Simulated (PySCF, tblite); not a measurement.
# C₅H₁₂N₂Si₂: geometry, infrared bands and NMR shifts

Aim: predict the infrared bands and NMR shifts of C₅H₁₂N₂Si₂ (`CC[Si@@H]1NC[SiH2][C@@H]1C#N`).

The runs use tblite 0.8.0 and PySCF 2.14.0, with density-fitted response routines of our own; the level of theory stands in each step. All values are computed, except where a source is named. Atoms count from 0, in the outputs and in this text.

## (1) Starting geometry

21 atoms, charge 0, multiplicity 1; geometry from: force field or distance geometry start.

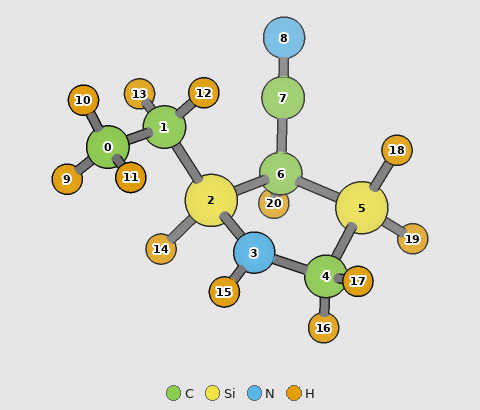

The starting geometry (carbon green, silicon yellow, nitrogen blue, hydrogen amber), atoms numbered.

## (2) Optimising the geometry with GFN2-xTB

The job: settings as JSON, then the geometry in Å.

```
{"job": {"kind": "relax", "xc": "GFN2-xTB", "basis": "xTB"}, "charge": 0, "multiplicity": 1}
C      2.978100     0.291000    -0.388100
C      1.778700    -0.615400    -0.113200
Si     0.134700    -0.011300    -0.695800
N     -0.273700     1.498300     0.038000
C     -1.651700     1.682900     0.512000
Si    -2.283200    -0.065600     0.873500
C     -1.322200    -1.159700    -0.339800
C     -0.929600    -2.445300     0.232500
N     -0.623400    -3.488900     0.652600
H      3.087800     0.467100    -1.457400
H      3.889800    -0.162200    -0.014600
H      2.848800     1.263800     0.104000
H      1.726200    -0.794200     0.987400
H      1.987200    -1.593800    -0.570000
H      0.162400     0.287800    -2.147800
H      0.053300     2.293600    -0.477500
H     -2.257800     2.135500    -0.285900
H     -1.687600     2.322300     1.388400
H     -1.968500    -0.430000     2.289600
H     -3.739300    -0.169000     0.654100
H     -1.919000    -1.290000    -1.242400
```

The run is started by

```console
$ OMP_NUM_THREADS=1 python probes_run.py task.json out
```

One launch serves the whole session: the jobs run in the order shown.

**Question.** This job is followed by: GFN2-xTB harmonic vibrations, gas phase; GIAO PBE0/pcSseg-1 NMR shielding, non-relativistic, gas phase. Predict these results of the whole session: strongest single infrared mode (GFN2-xTB); zero-point energy (GFN2-xTB); ¹³C shifts against TMS (PBE0/pcSseg-1); ¹H shifts against TMS (PBE0/pcSseg-1, means over atoms taken as alike); ²⁹Si shifts against TMS (PBE0/pcSseg-1); ¹⁵N shifts against NH3 (PBE0/pcSseg-1).

The runs gave:

| quantity | value |
| --- | --- |
| strongest single infrared mode (GFN2-xTB) | 2383 cm⁻¹, 392 km/mol |
| zero-point energy (GFN2-xTB) | 99.9 kcal/mol |
| ¹³C shifts against TMS (PBE0/pcSseg-1) | 124.2, 30.3, 12.1, 8.6, -8.6 ppm |
| ¹H shifts against TMS (PBE0/pcSseg-1, means over atoms taken as alike) | 5.10, 4.61, 4.53, 3.05, 2.75, 1.38, 1.17, 1.15, 0.82, 0.44 ppm |
| ²⁹Si shifts against TMS (PBE0/pcSseg-1) | 0.5, -25.2 ppm |
| ¹⁵N shifts against NH3 (PBE0/pcSseg-1) | 286.4, 27.3 ppm |

In words: Over 129 steps the energy fell by 0.345 eV; of the close pairs, C1–Si2 changed most, 1.846 to 1.893 Å. All 57 modes are real, so the xTB geometry is a minimum. The strongest single mode, at 2383 cm⁻¹, moves mainly C7 and N8. Unscaled tight-binding wavenumbers are off by several per cent, some by more. Its intensities can rank the bands wrongly. The most deshielded carbon is C7 (nitrile carbon), at 124.2 ppm: typical of a nitrile. At PBE0/pcSseg-1: Shielding is most anisotropic at N8 (span 497 ppm, paramagnetic term -360 ppm).
